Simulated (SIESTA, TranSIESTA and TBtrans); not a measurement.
Device: Ta chain bridged by a linear N2 unit along the axis. Leads: straight Ta chain, spacing 2.35 Å. Geometry: 4 atoms about the centre moved by SIESTA (PBE, DZP) to a largest force of 0.01 eV/Å, all others as built, motion along the axis alone.

Computed with TranSIESTA and TBtrans, PBE, DZP numerical orbitals (energy shift 0.15 eV), PseudoDojo norm-conserving scalar-relativistic potentials, mesh cutoff 200 Ry, 300 K, spin-polarised (collinear), no spin-orbit coupling; self-consistent non-equilibrium Green functions.

Energies count from the leads' Fermi level. Transmissions are for each spin. The energy step is 0.01 eV; narrower resonances are cut or missed.

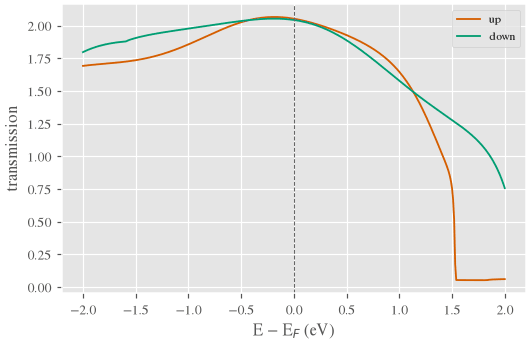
Figure: Transmission against energy

```csv
E (eV),T up,T down,lead channels up,down
-2.00,1.69,1.80,4,3
-1.80,1.71,1.85,4,3
-1.60,1.72,1.88,4,3
-1.40,1.75,1.92,4,4
-1.20,1.79,1.95,4,4
-1.00,1.86,1.98,4,4
-0.80,1.93,2.00,4,4
-0.60,2.00,2.02,6,4
-0.40,2.05,2.04,6,4
-0.20,2.07,2.05,6,4
0.00,2.05,2.04,6,4
0.20,2.01,2.01,6,6
0.40,1.96,1.93,6,6
0.60,1.89,1.83,6,6
0.80,1.80,1.71,6,6
1.00,1.65,1.58,6,6
1.20,1.39,1.45,6,6
1.40,1.03,1.33,6,6
1.60,0.054,1.22,4,6
1.80,0.053,1.07,2,6
2.00,0.061,0.76,1,6
```

The magnetic order of the leads was set by the start, and no other order was tried; the separate lead runs end at 1.06 (left) and 1.06 (right) μB an atom. The straight chain is held at its spacing; free chains may zigzag or dimerise. Spin-orbit coupling, left out here, matters for the heavy atoms.
